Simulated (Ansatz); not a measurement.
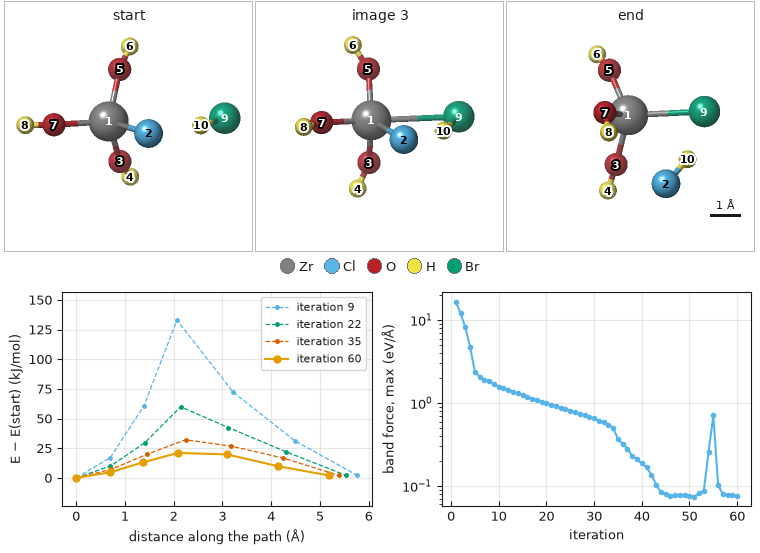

A search for the minimum-energy path of ZrH4O3BrCl, made up at the start of ZrH₃O₃Cl and HBr by the nudged elastic band. Images are numbered from 0 (start) to 6 (end). The plot follows the band through its iterations. Style: ball-and-stick. Shown at a tilt.

These are results of RKS PBE-D4/def2-SVP in Ansatz, not measurements. Set-up: 5 movable images; climbing image; force threshold 0.05 eV/Å; iteration limit 60; optimiser FIRE; largest step 0.02 Å; starting path through a guess of the saddle point.

Judge this run.

The result isn't final. The band hadn't converged when the run stopped after 60 iterations. The largest component of the band force went from 17 to 0.077 eV/Å. The barrier read from it is provisional, though the highest image hardly moved in the last two iterations. The step length is far from the usual. The first iteration put the highest image at 433.2 kJ/mol. The energy climbs by 21.1 kJ/mol to image 3 and then falls by 19.0 kJ/mol, so the end point sits at +2.1 kJ/mol.

Limits of the set-up: the start holds two separate molecules, 2.2 Å apart at their closest, whose relative position is a soft coordinate.

Cost: 10 min on 4 threads of Arm Neoverse V1 (shared host), peak memory 0.23 GiB.
